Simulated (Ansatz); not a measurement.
BClFH$_{2}$NSi

The calculation's input:

```
crystal:
  periodic: [false, false, false]
  atoms:
    - {symbol: B, position_ang: [-2.589345, 1.045785, -1.676241]}
    - {symbol: Cl, position_ang: [1.002190, -1.193068, -0.744172]}
    - {symbol: F, position_ang: [-2.983402, 2.198592, -1.139901]}
    - {symbol: "N", position_ang: [-1.369562, 0.453137, -1.241293]}
    - {symbol: Si, position_ang: [-0.772337, -1.062686, -1.891356]}
    - {symbol: H, position_ang: [-3.272820, 0.523075, -2.521824]}
    - {symbol: H, position_ang: [-0.844716, 0.955977, -0.520650]}
basis:
  gaussian:
    orbitals: def2-TZVPD
output: {forces: true, orbitals: {seedname: orbitals}}
hamiltonian:
  xc: {name: PBE0}
```

Launched as:

```sh
ansatz run input.yaml --threads 1 --pin off --max-ram 2610MiB --events-out events.jsonl --progress --plain --runs-dir runs
```

Geometry: r2SCAN-D4/def2-SVP.

Computed with Ansatz 0.2.0, isolated molecule in a Gaussian basis; Kohn-Sham density functional theory, functional PBE0.

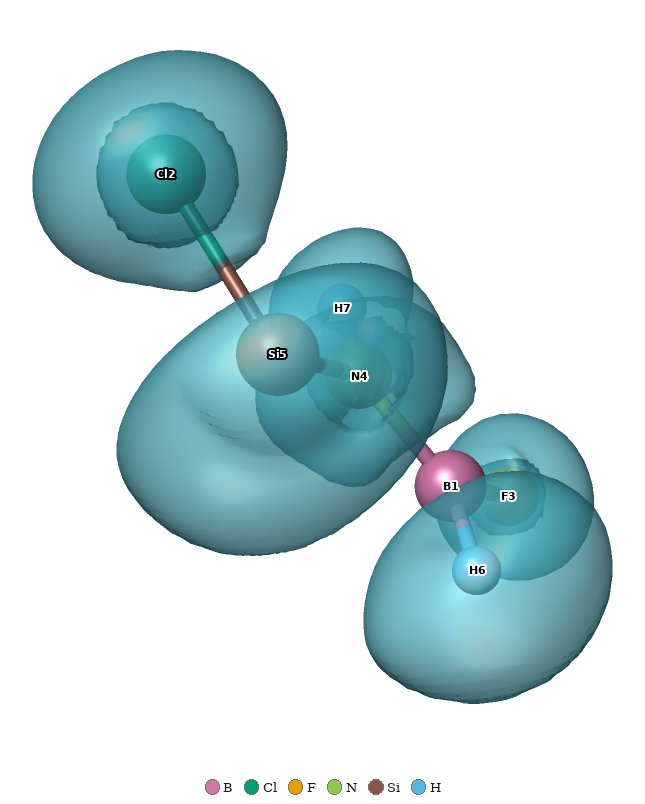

Figure 1. Isosurface of the electron localisation function at 0.75 (cyan), seen at an oblique angle. Core shells and regions of very low density are left out.

Q: What do the ELF domains correspond to?

A: At this value the surface marks out one region around a hydrogen nucleus, one region on Cl in which the atom's valence shell and bonds are merged, one region on F in which the atom's valence shell and bonds are merged, one lobe on Si, pointing away from the bonds (lone pairs) and one joined region spread over several atoms (H, N), in which their bonds and any lone pairs are merged.


B–F (1.33 Å): the ELF peaks at about 0.85 between the atoms; a polar covalent bond. B–N (1.42 Å): the ELF peaks at about 0.95 between the atoms: a short, strongly polar bond.

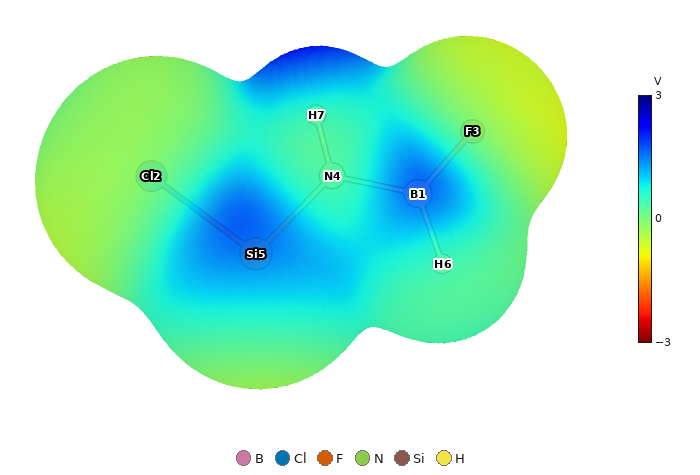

Figure 2. The electrostatic potential painted on the density surface at 0.002 e/bohr³, seen across its widest extent; red is negative and blue positive.

Q: Describe the electrostatic potential map.

A: The most negative region (about −0.7 V, or −16 kcal/mol for a unit charge) lies over F3, the most positive (about +2.1 V, or +48 kcal/mol for a unit charge) over H7.

Q: How polar is the molecule by this calculation?

A: Its dipole moment is 0.27 D.

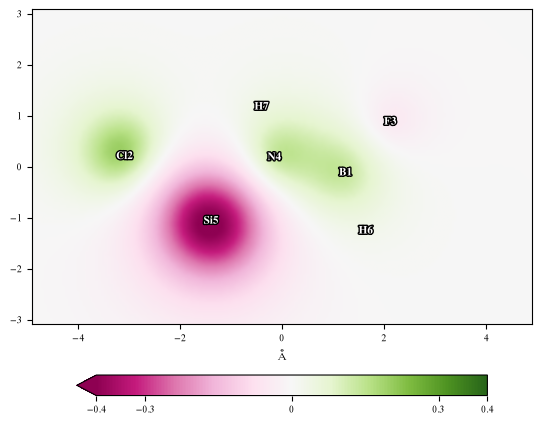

Figure 3. One frontier orbital on a plane 0.8 Å above the molecular plane (values in Å⁻³ᐟ²; the overall sign is arbitrary).

Q: Which orbital is it: HOMO or LUMO?

A: The LUMO, at −2.37 eV. Its weight (Hirshfeld) is mainly on Si5 (about 75 %), Cl2 (about 10 %) and N4 (about 5 %); it changes sign across the molecular plane (π type).
